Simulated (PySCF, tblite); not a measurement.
**C6H5BF2: geometry, infrared bands and NMR shifts**

What infrared bands and NMR shifts should C6H5BF2 (`FB1C=CC=CC=C1F`) show?

Programs: tblite 0.8.0 and PySCF 2.14.0, with density-fitted response routines of our own. Each step states its level of theory. These are calculated values for one molecule in the gas phase, unless marked as measured. Atoms count from 0, in the outputs and in this text.

**1. Starting geometry**

14 atoms, charge 0, multiplicity 1; geometry from: force field or distance geometry start.

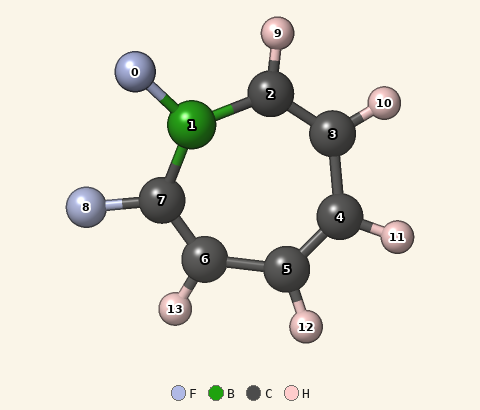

As it starts; fluorine light blue, boron green, carbon dark grey, hydrogen pink, atoms numbered.

**2. Geometry optimisation with GFN2-xTB**

Job settings and geometry (Å):

```
{"job": {"kind": "relax", "xc": "GFN2-xTB", "basis": "xTB"}, "charge": 0, "multiplicity": 1}
F      2.707700     1.425600    -0.349900
B      1.423100     0.763700    -0.199500
C      0.195900     1.648200     0.104000
C     -1.086100     1.266300     0.117800
C     -1.623600    -0.075200    -0.202200
C     -1.006100    -1.260400    -0.206100
C      0.398200    -1.575500     0.142600
C      1.462000    -0.762900     0.124800
F      2.681800    -1.314100     0.355400
H      0.389500     2.699800     0.275900
H     -1.829400     2.024900     0.311400
H     -2.686600    -0.094100    -0.430400
H     -1.624800    -2.121100    -0.411100
H      0.597700    -2.625800     0.345100
```

Command:

```
> OMP_NUM_THREADS=1 python probes_run.py task.json out
```

The driver reads the jobs from task.json and runs them one after another.

Log:

```text
step      E/eV     max force
  0    -709.20966    2.804
  1    -709.49879    1.362
  2    -709.56874    0.892
  3    -709.59620    0.629
  4    -709.61810    0.237
  5    -709.62142    0.120
  6    -709.62390    0.116
  7    -709.62656    0.163
  8    -709.63049    0.204
  9    -709.63370    0.142
 10    -709.63572    0.116
 11    -709.63745    0.123
 12    -709.64003    0.178
 13    -709.64377    0.216
 14    -709.64828    0.175
 15    -709.65265    0.169
 16    -709.65637    0.182
 17    -709.65939    0.172
 18    -709.66190    0.135
 19    -709.66364    0.101
 20    -709.66507    0.114
 21    -709.66698    0.124
 22    -709.66978    0.167
 23    -709.67341    0.186
 24    -709.67706    0.172
 25    -709.68026    0.168
 26    -709.68318    0.134
 27    -709.68582    0.147
 28    -709.68811    0.141
 29    -709.69016    0.155
 30    -709.69193    0.140
 31    -709.69332    0.093
 32    -709.69414    0.072
 33    -709.69458    0.046
 34    -709.69477    0.044
 35    -709.69493    0.040
 36    -709.69513    0.031
 37    -709.69535    0.031
 38    -709.69547    0.021
 39    -709.69553    0.017
 40    -709.69556    0.016
 41    -709.69560    0.014
 42    -709.69566    0.018
 43    -709.69571    0.017
 44    -709.69575    0.016
 45    -709.69578    0.018
 46    -709.69582    0.014
 47    -709.69584    0.012
 48    -709.69587    0.013
 49    -709.69590    0.014
 50    -709.69594    0.018
 51    -709.69597    0.017
 52    -709.69599    0.011
 53    -709.69600    0.009
```

Wall time 0.49 s (1 thread of Arm Neoverse N1, shared host); peak memory 0.18 GiB.

Relaxation path: (not every step is listed)

| step | energy from step 0 (eV) | largest force (eV/Å) |
| --- | --- | --- |
| 0 | 0.0000 | 2.8038 |
| 1 | -0.2891 | 1.3618 |
| 2 | -0.3591 | 0.8924 |
| 3 | -0.3865 | 0.6293 |
| 4 | -0.4084 | 0.2365 |
| 5 | -0.4118 | 0.1195 |
| 6 | -0.4142 | 0.1161 |
| 7 | -0.4169 | 0.1634 |
| 8 | -0.4208 | 0.2038 |
| 12 | -0.4304 | 0.1779 |
| 16 | -0.4467 | 0.1815 |
| 20 | -0.4554 | 0.1144 |
| 24 | -0.4674 | 0.1721 |
| 28 | -0.4785 | 0.1415 |
| 32 | -0.4845 | 0.0719 |
| 36 | -0.4855 | 0.0306 |
| 40 | -0.4859 | 0.0156 |
| 44 | -0.4861 | 0.0161 |
| 48 | -0.4862 | 0.0128 |
| 49 | -0.4862 | 0.0139 |
| 50 | -0.4863 | 0.0181 |
| 51 | -0.4863 | 0.0170 |
| 52 | -0.4863 | 0.0108 |
| 53 | -0.4863 | 0.0094 |

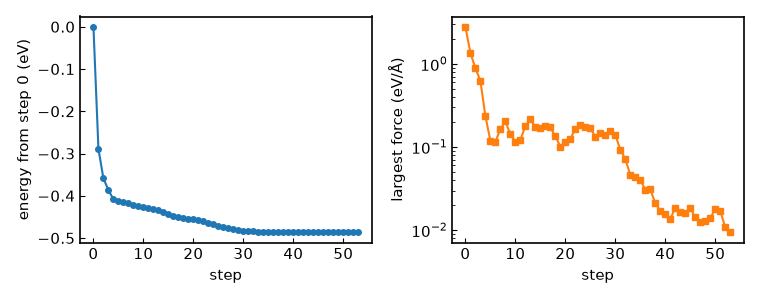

Energy and force, step by step.

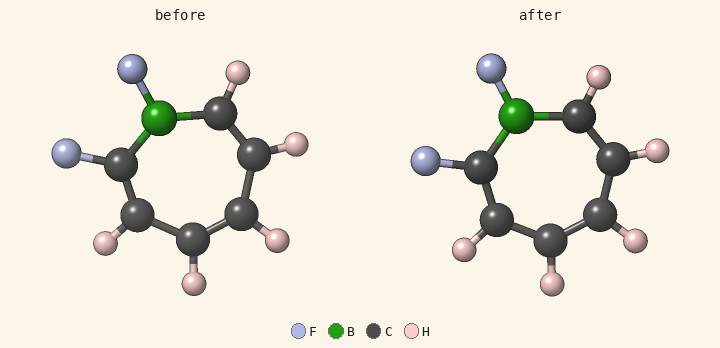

Before and after, at one scale.

Close pairs (by a distance rule), those that changed most:

| bond | before (Å) | after (Å) | change (Å) |
| --- | --- | --- | --- |
| F0–B1 | 1.453 | 1.336 | -0.117 |
| C5–C6 | 1.481 | 1.411 | -0.070 |
| C3–C4 | 1.480 | 1.416 | -0.065 |
| C4–C5 | 1.336 | 1.365 | +0.029 |
| C6–C7 | 1.339 | 1.362 | +0.023 |
| C2–C3 | 1.338 | 1.360 | +0.023 |
| B1–C7 | 1.561 | 1.539 | -0.022 |
| B1–C2 | 1.543 | 1.525 | -0.018 |

The end geometry stands in the next job.

**3. Vibrational analysis with GFN2-xTB**

Job settings and geometry (Å):

```
{"job": {"kind": "ir", "xc": "GFN2-xTB", "basis": "xTB"}, "charge": 0, "multiplicity": 1}
F      2.653908     1.416752     0.157730
B      1.472515     0.796877     0.086906
C      0.214147     1.656305     0.032382
C     -1.085458     1.260331    -0.038254
C     -1.609965    -0.053747    -0.084816
C     -0.979510    -1.264724    -0.071098
C      0.392088    -1.587727    -0.005898
C      1.457034    -0.741928     0.064656
F      2.657641    -1.373629     0.118625
H      0.371255     2.729466     0.053569
H     -1.844770     2.035516    -0.064346
H     -2.691459    -0.097628    -0.142089
H     -1.631635    -2.128858    -0.118570
H      0.623530    -2.647479    -0.010964
```

Log:

```text
mode    cm-1     km/mol
  1      67.5      0.03
  2     164.0      1.61
  3     228.0      0.28
  4     265.3      2.16
  5     306.4      0.05
  6     332.4      1.42
  7     385.9      4.25
  8     437.7     11.76
  9     532.4      0.07
 10     596.1     16.57
 11     637.4      3.56
 12     643.9     10.40
 13     729.8     87.18
 14     827.1      7.24
 15     842.2      0.01
 16     924.3     15.49
 17     943.4      0.38
 18     969.6      0.55
 19     975.5      5.53
 20    1031.2     73.57
 21    1144.8     70.97
 22    1195.1     99.87
 23    1214.0    297.55
 24    1260.0     73.71
 25    1308.2     13.01
 26    1351.8     67.94
 27    1385.9     63.99
 28    1451.6      5.19
 29    1473.2     33.15
 30    1591.3     27.73
 31    1605.9     13.08
 32    3021.6     16.21
 33    3041.1      2.69
 34    3044.5     19.76
 35    3048.6     43.63
 36    3059.7     29.15
```

It took 0.67 s on 1 thread of Arm Neoverse N1, shared host; peak memory 0.18 GiB.

The strongest bands and the atoms that carry them (share of the mass-weighted mode):

| cm⁻¹ | km/mol | atoms |
| --- | --- | --- |
| 730 | 87.2 | H11 26 %, H10 19 %, H12 15 %, H9 15 % |
| 1031 | 73.6 | B1 25 %, C7 19 %, C6 12 %, F8 11 % |
| 1145 | 71.0 | C7 35 %, H11 14 %, F8 12 % |
| 1195 | 99.9 | B1 49 %, H9 23 % |
| 1214 | 297.6 | B1 36 %, H13 23 %, F0 10 % |
| 1260 | 73.7 | H9 32 %, H10 28 %, H12 17 % |
| 1352 | 67.9 | H13 39 %, C7 24 %, B1 13 % |
| 1386 | 64.0 | H10 33 %, C2 14 %, H9 12 % |

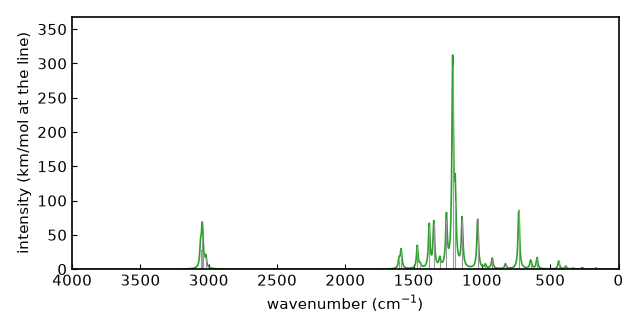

The infrared spectrum from these modes, unscaled. Lines are broadened to a width of 14 cm⁻¹ (Lorentzian).

**4. Shielding tensors: PBE0/pcSseg-1**

Settings changed since step 3:

```diff
@@ -1,2 +1,2 @@
-{"job": {"kind": "ir", "xc": "GFN2-xTB", "basis": "xTB"}, "charge": 0, "multiplicity": 1}
+{"job": {"kind": "nmr", "xc": "PBE0", "basis": "pcSseg-1"}, "charge": 0, "multiplicity": 1}
 F      2.653908     1.416752     0.157730
```

Method: GIAO PBE0/pcSseg-1 NMR shielding, non-relativistic, gas phase.

Log:

```text
coarse grid: 12880 points
cycle   1  E = -455.5360630918  dE =  1.404e+00  |g| = 6.264e-01  |ddm| = 3.693e+00
cycle   2  E = -455.4653496815  dE =  7.071e-02  |g| = 9.269e-01  |ddm| = 1.151e+00
cycle   3  E = -455.6071447424  dE = -1.418e-01  |g| = 8.954e-02  |ddm| = 6.949e-01
cycle   4  E = -455.6088700877  dE = -1.725e-03  |g| = 3.789e-02  |ddm| = 1.182e-01
cycle   5  E = -455.6092016500  dE = -3.316e-04  |g| = 1.565e-02  |ddm| = 4.667e-02
cycle   6  E = -455.6092653490  dE = -6.370e-05  |g| = 3.805e-03  |ddm| = 1.742e-02
cycle   7  E = -455.6092692567  dE = -3.908e-06  |g| = 6.441e-04  |ddm| = 3.753e-03
final grid: 128528 points
cycle   8  E = -455.6715642408  dE = -4.559e-05  |g| = 7.726e-03  |ddm| = 3.672e-02
cycle   9  E = -455.6715556808  dE =  8.560e-06  |g| = 1.014e-02  |ddm| = 1.492e-02
cycle  10  E = -455.6715784693  dE = -2.279e-05  |g| = 1.869e-03  |ddm| = 9.004e-03
cycle  11  E = -455.6715791738  dE = -7.045e-07  |g| = 3.561e-04  |ddm| = 2.006e-03
cycle  12  E = -455.6715792001  dE = -2.633e-08  |g| = 1.825e-04  |ddm| = 4.473e-04
cycle  13  E = -455.6715792081  dE = -7.945e-09  |g| = 3.278e-05  |ddm| = 1.694e-04
cycle  14  E = -455.6715792083  dE = -2.624e-10  |g| = 1.019e-05  |ddm| = 3.943e-05
converged SCF energy = -455.6715792083

GIAO shielding tensors (ppm)
atom      isotropic    diamagn.    paramagn.     s11        s22        s33       span
  0 F      260.119     464.894    -204.775    133.315    177.154    469.888    336.573
  1 B       65.190     191.821    -126.631     34.191     67.519     93.860     59.669
  2 C       35.811     258.691    -222.879    -92.575     27.292    172.717    265.293
  3 C       30.080     254.253    -224.173    -98.432     23.230    165.443    263.876
  4 C       48.194     255.947    -207.753    -61.797     43.365    163.013    224.810
  5 C       49.561     256.041    -206.481    -65.760     45.078    169.364    235.124
  6 C       46.622     253.941    -207.320    -65.178     51.618    153.425    218.603
  7 C       -5.489     255.283    -260.772   -113.019     16.812     79.738    192.757
  8 F      255.570     475.776    -220.205    153.318    224.128    389.265    235.946
  9 H       23.772      29.839      -6.067     20.613     21.991     28.712      8.099
 10 H       23.364      29.718      -6.354     19.744     22.677     27.670      7.926
 11 H       24.232      30.209      -5.976     20.310     24.229     28.157      7.846
 12 H       24.242      29.922      -5.680     20.116     24.448     28.162      8.046
 13 H       23.657      29.621      -5.964     20.326     22.184     28.460      8.133
```

Wall time 49 s (1 thread of Arm Neoverse N1, shared host); peak memory 0.8 GiB.

The references, computed at this level on geometries of the same kind, shield at (ppm): 1H TMS 31.72, 13C TMS 186.9, 19F CFCl3 170.9, 11B BF3·OEt2 100.1. Their shielding less the atom's gives the shift. The references are single molecules in the gas phase, so shifts against H2O, NH3, PH3, H3PO4 or CFCl3 are not on the usual liquid scales and can be off by tens of ppm.

| atoms | environment | σ (ppm) | δ (ppm) | δ scaled to CDCl3 |
| --- | --- | --- | --- | --- |
| C7 | fully substituted alkene carbon | -5.5 | 192.4 | 185.9 |
| C3 | alkene CH | 30.1 | 156.8 | 151.2 |
| C2 | alkene CH | 35.8 | 151.1 | 145.6 |
| C6 | alkene CH | 46.6 | 140.3 | 135.0 |
| C4 | alkene CH | 48.2 | 138.7 | 133.5 |
| C5 | alkene CH | 49.6 | 137.4 | 132.2 |
| H10 | hydrogen on an alkene CH | 23.36 | 8.35 | 7.98 |
| H13 | hydrogen on an alkene CH | 23.66 | 8.06 | 7.70 |
| H9 | hydrogen on an alkene CH | 23.77 | 7.95 | 7.60 |
| H11 | hydrogen on an alkene CH | 24.23 | 7.48 | 7.16 |
| H12 | hydrogen on an alkene CH | 24.24 | 7.48 | 7.15 |
| F8 | vinylic fluorine | 255.6 | -84.6 | – |
| F0 | fluorine bonded to B | 260.1 | -89.2 | – |
| B1 | boron bonded to 2 C, F, in a 7-membered ring | 65.2 | 34.9 | – |

The scaled column applies a straight-line fit of computed shieldings to shifts measured in CDCl3, and one for carbons that bear F (root-mean-square error 0.16 ppm for H, 1.9 ppm for C).

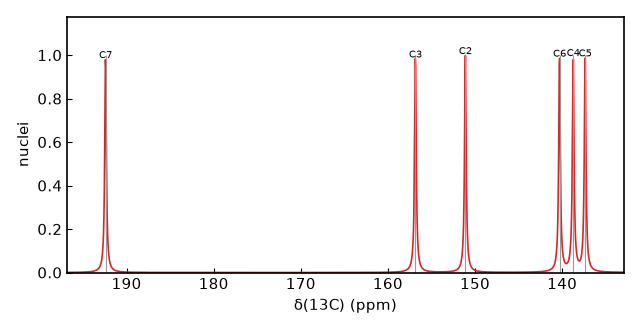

13C lines at the computed shifts, without couplings. Lines are broadened to a width of 0.22 ppm (Lorentzian).

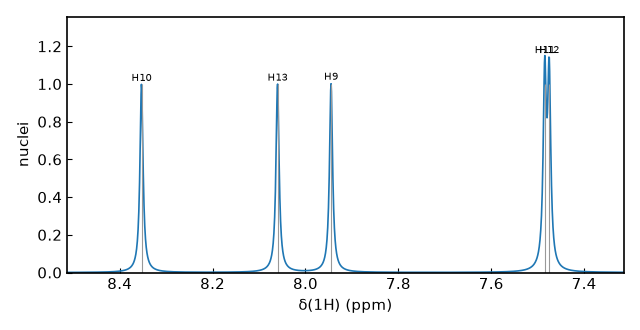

1H lines at the computed shifts, without couplings. Lines are broadened to a width of 0.01 ppm (Lorentzian).

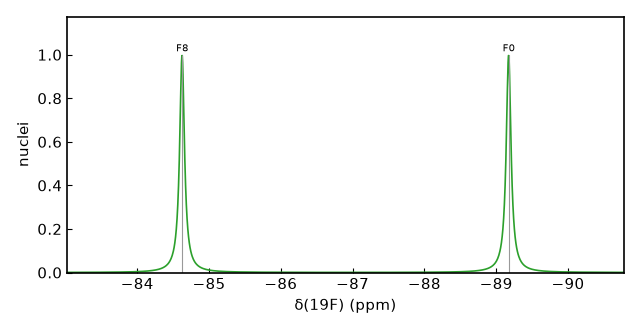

19F lines at the computed shifts, without couplings. Lines are broadened to a width of 0.08 ppm (Lorentzian).

The run also stored atomic charges by several schemes (e):

| atoms | Mulliken | IAO | Hirshfeld | ESP fit |
| --- | --- | --- | --- | --- |
| F0 | -0.29 | -0.32 | -0.15 | -0.31 |
| B1 | 0.60 | 0.40 | 0.17 | 0.55 |
| C2 | -0.31 | -0.28 | -0.11 | -0.45 |
| C3 | -0.08 | -0.10 | -0.02 | 0.02 |
| C4 | -0.13 | -0.15 | -0.04 | -0.19 |
| C5 | -0.10 | -0.13 | -0.03 | -0.12 |
| C6 | -0.13 | -0.16 | -0.05 | -0.18 |
| C7 | 0.15 | 0.18 | 0.03 | 0.11 |
| F8 | -0.29 | -0.26 | -0.08 | -0.19 |

IAO charges:

F0 -0.32; B1 0.40; C2 -0.28; C3 -0.10; C4 -0.15; C5 -0.13; C6 -0.16; C7 0.18; F8 -0.26; H9 0.16; H10 0.15; H11 0.16; H12 0.16; H13 0.17

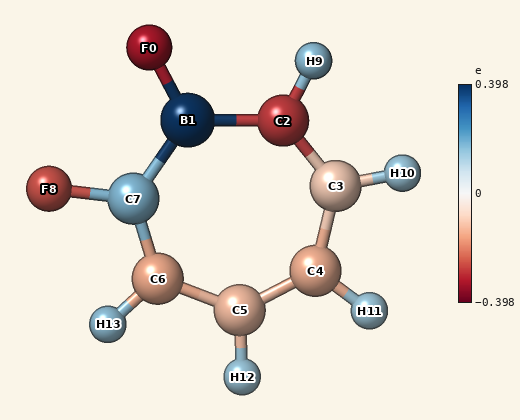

IAO charges, as colours on the atoms.

Mayer bond orders: F0–B1 1.11, B1–C2 1.06, C2–C3 1.64, C3–C4 1.30, C4–C5 1.61, C5–C6 1.29, C6–C7 1.55, C7–F8 0.85, C7–B1 1.01.

Ring of atoms B1, C2, C3, C4, C5, C6, C7: NICS(0) -4.7, NICS(1) -6.9, NICS(1)zz -17.1 ppm (means of both faces).

**5. Results**

| quantity | value |
| --- | --- |
| strongest single infrared mode (GFN2-xTB) | 1214 cm⁻¹, 298 km/mol |
| zero-point energy (GFN2-xTB) | 60.1 kcal/mol |
| 13C shifts against TMS (PBE0/pcSseg-1) | 192.4, 156.8, 151.1, 140.3, 138.7, 137.4 ppm |
| 1H shifts against TMS (PBE0/pcSseg-1) | 8.35, 8.06, 7.95, 7.48, 7.48 ppm |
| 19F shifts against CFCl3 (PBE0/pcSseg-1) | -84.6, -89.2 ppm |
| 11B shifts against BF3·OEt2 (PBE0/pcSseg-1) | 34.9 ppm |

What this shows: Relaxing lowered the energy by 0.486 eV in 53 steps; the close pair that moved most is F0–B1, from 1.453 to 1.336 Å. All 36 modes are real, so the xTB geometry is a minimum. The strongest single mode, at 1214 cm⁻¹, is spread over many atoms; the largest shares are those of B1, H13. GFN2-xTB is a fitted tight-binding method: band positions and strengths are rough. Its intensities can rank the bands wrongly. At PBE0/pcSseg-1: Shielding is most anisotropic at F0 (span 337 ppm, paramagnetic term -205 ppm). NICS(1)zz of -17 ppm above the planar ring from B1 marks a diatropic (aromatic) ring current.
